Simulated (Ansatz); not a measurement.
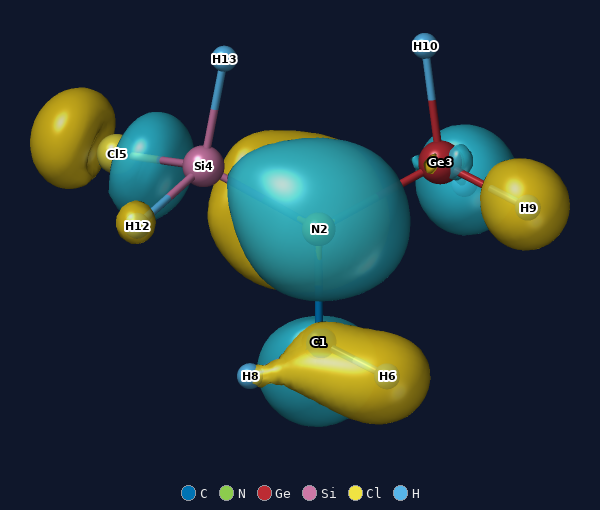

CH8ClGeNSi. The HOMO at ±0.1 Å⁻³ᐟ² (yellow and cyan are the two phases), seen at a tilt.

Geometry: PBE0-D4/def2-TZVP.

Method: Ansatz 0.2.0, RKS PBE0-D4/def2-TZVPP.

```xyz
13

C    -1.3939   -0.5419    0.3441
N    -0.0841    0.0785    0.1807
Ge    1.3626   -1.0298    0.4963
Si    0.0416    1.5603   -0.6420
Cl   -0.1726    1.3920   -2.6969
H    -1.4697   -1.0409    1.3158
H    -1.6082   -1.2827   -0.4352
H    -2.1833    0.2145    0.3063
H     1.2425   -1.5363    1.9444
H     2.6353   -0.2024    0.2875
H     1.3188   -2.2322   -0.4655
H    -1.0553    2.4582   -0.2119
H     1.3868    2.1280   -0.4088
```

What is the character of this orbital?

Its weight (Hirshfeld) is mainly on N2 (about 50 %), Si4 (about 10 %), C1 (about 10 %), Ge3 (about 10 %) and Cl5 (about 5 %). Its energy is −7.29 eV.
